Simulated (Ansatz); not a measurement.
```xyz
20

Si    0.0623   -0.1794    0.1219
N    -0.0734    0.3914    1.7176
H    -0.8178    0.9831    2.0125
H     0.5624    0.1573    2.4466
N     1.6676   -0.0885   -0.4463
C     2.3428   -1.1074   -1.2213
H     1.7574   -2.0137   -1.2478
H     2.5176   -0.7787   -2.2463
H     3.3123   -1.3411   -0.7844
C     2.4209    1.1435   -0.3418
H     2.5950    1.5924   -1.3193
H     1.8933    1.8649    0.2686
H     3.3923    0.9659    0.1169
O    -1.0364    0.7725   -0.6595
H    -1.1799    0.5919   -1.5774
O    -0.3438   -1.7532   -0.1002
C    -1.5364   -2.3351    0.3460
H    -1.6434   -2.2326    1.4210
H    -2.3999   -1.8818   -0.1319
H    -1.5151   -3.3881    0.0958
```

Method: RHF/6-31G* (Ansatz).

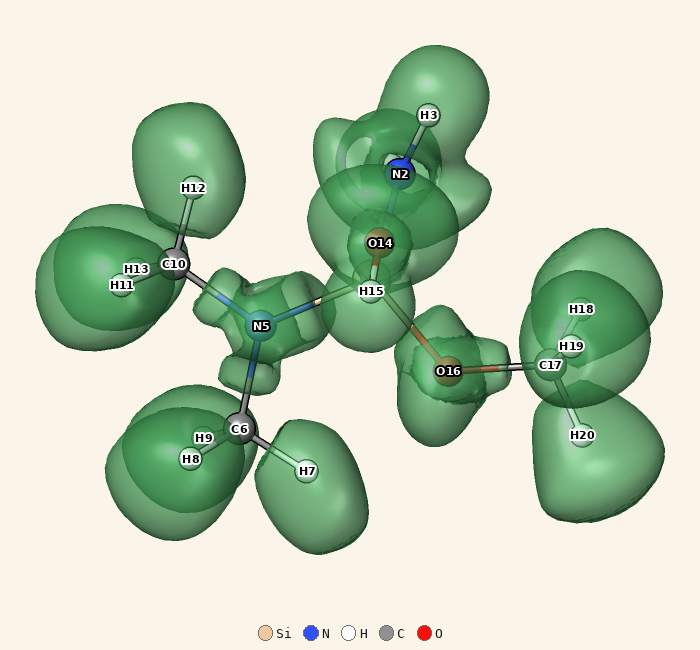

C₃H₁₂N₂O₂Si. Isosurface of the ELF at 0.75 (green), seen across its widest extent. Only the valence region is drawn (cores and ρ < 0.01 e/Å³ removed).

Q: Describe the localisation domains.

A: The surface consists of nine regions around hydrogen nuclei, one region on N in which the atom's valence shell and bonds are merged, one region on O in which the atom's valence shell and bonds are merged, one joined region spread over several atoms (H, N), in which their bonds and any lone pairs are merged and one joined region spread over several atoms (H, O), in which their bonds and any lone pairs are merged. Along the contacts the grid gives the following. C–O (1.40 Å): the ELF peaks at about 0.90 between the atoms, as expected for a shared but strongly polarised pair. C–N (1.45 Å): the ELF peaks at about 0.95 between the atoms; localised, covalent bonding.
